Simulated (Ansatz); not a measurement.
```yaml
atoms:
  - { symbol: Ge, position_ang: [0.2549, -0.5492, -1.0937] }
  - { symbol: F, position_ang: [1.4162, 0.7783, -0.8134] }
  - { symbol: H, position_ang: [0.9697, -1.4678, -2.1212] }
  - { symbol: H, position_ang: [-0.9983, 0.1257, -1.7128] }
  - { symbol: C, position_ang: [-0.0720, -1.4033, 0.6260] }
  - { symbol: H, position_ang: [0.5414, 2.0058, 0.5558] }
  - { symbol: S, position_ang: [-0.4721, 2.4106, 1.3803] }
  - { symbol: H, position_ang: [-0.5132, -0.6600, 1.3182] }
  - { symbol: H, position_ang: [0.8779, -1.7851, 1.0471] }
  - { symbol: H, position_ang: [-0.7742, -2.2511, 0.4965] }
  - { symbol: H, position_ang: [-1.2302, 2.7960, 0.3170] }
```

The calculation used RKS PBE-D4/def2-SVP in Ansatz.

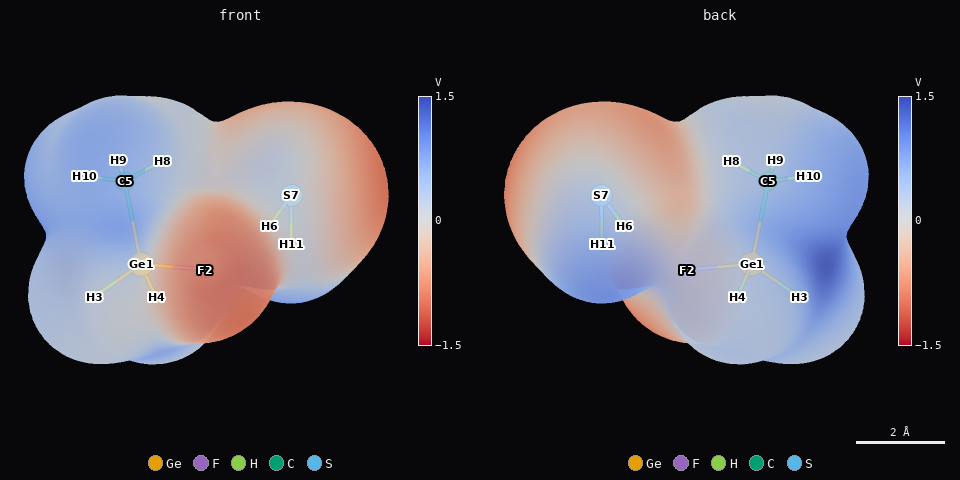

CH5FGe···H2S. The molecular electrostatic potential painted on the density surface at 0.001 e/bohr³, seen from the front and from behind; red is negative and blue positive.

Describe the electrostatic potential map.

Answer. The most negative region (about −1.0 V) lies over F2, the most positive (about +1.3 V) over Ge1.
